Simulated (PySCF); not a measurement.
**C7H13BSi: density, localisation and related maps**

| atom | x (Å) | y (Å) | z (Å) |
| --- | --- | --- | --- |
| Si | 2.7069 | -0.2076 | -1.2406 |
| C | 2.0969 | -0.9415 | 0.4171 |
| B | 0.5543 | -1.1065 | 0.3694 |
| C | -0.4024 | 0.0858 | 0.7486 |
| C | -1.7629 | -0.2606 | 1.4128 |
| C | -2.5377 | 0.2905 | 0.2046 |
| C | -1.2087 | 0.6338 | -0.4501 |
| C | -0.8606 | 0.6201 | -1.9008 |
| C | -0.8802 | 1.7932 | -1.3283 |
| H | 2.2643 | -1.0261 | -2.3722 |
| H | 4.1744 | -0.1960 | -1.2134 |
| H | 2.2198 | 1.1623 | -1.4135 |
| H | 2.4364 | -0.2573 | 1.1955 |
| H | 2.6262 | -1.8848 | 0.5537 |
| H | 0.0843 | -2.1099 | -0.0201 |
| H | 0.1063 | 0.8994 | 1.2747 |
| H | -1.9479 | 0.2734 | 2.3427 |
| H | -1.9097 | -1.3249 | 1.5837 |
| H | -3.1305 | -0.4500 | -0.3325 |
| H | -3.1734 | 1.1497 | 0.4214 |
| H | -0.7129 | 0.0298 | -2.7719 |
| H | -0.7533 | 2.8466 | -1.3946 |

Geometry: GFN2-xTB.

Theory: PBE0/pcSseg-1, SCF density, gas phase, non-relativistic (PySCF 2.14.0).

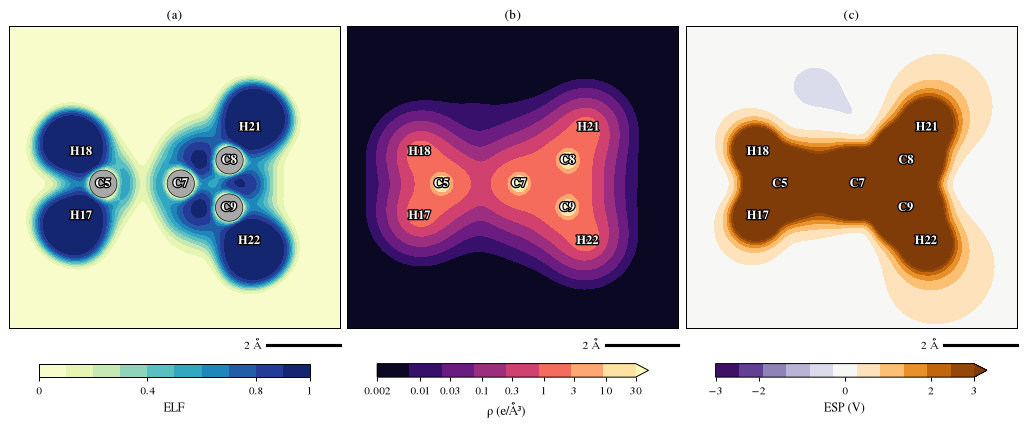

Figure 1. (a) electron localisation function; (b) electron density; (c) molecular electrostatic potential on the plane of atoms C9, C8 and H21. Grey discs cover the atomic cores in the ELF map.

Q: Interpret the plot.

A: The plane passes through C and H nuclei.
C–C (1.31 Å): ρ at the midpoint is about 2.2 e/Å³; the ELF peaks at about 0.85 between the atoms (a multiple bond).
C–H (1.06 Å): the density is about 2.1 e/Å³ at the midpoint; the ELF climbs to about 1 towards the hydrogen, as it does in any bond to H (an ordinary covalent bond to hydrogen).
C–C (1.49 Å): ρ at the midpoint is about 1.6 e/Å³; the ELF peaks at about 0.80 between the atoms (a shared electron pair).
Outside the dense part of the molecule the potential is most negative (−0.3 V) near H15, which lies off the plane.

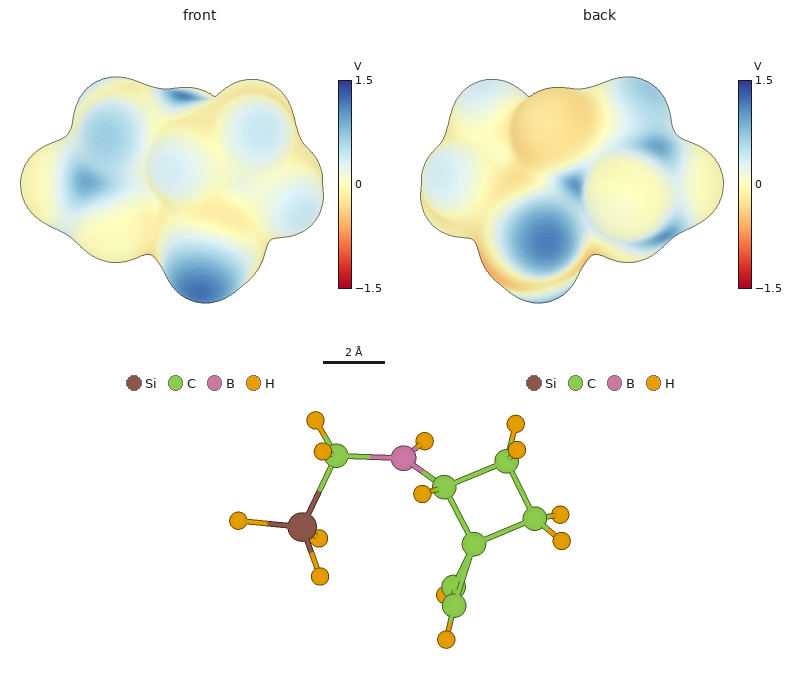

Figure 2. The molecular electrostatic potential painted on the density surface at 0.002 e/bohr³, seen from the front and from behind; red is negative and blue positive. The bare structure is drawn below in the same view.

Q: Where is the surface potential most negative and most positive?

A: The most negative region (about −0.5 V, or −12 kcal/mol for a unit charge) lies over the π face of C8 and C9, the most positive (about +1.2 V, or +28 kcal/mol for a unit charge) over B3, H21 and H22.

Q: How polar is the molecule by this calculation?

A: Its dipole moment is 0.63 D.
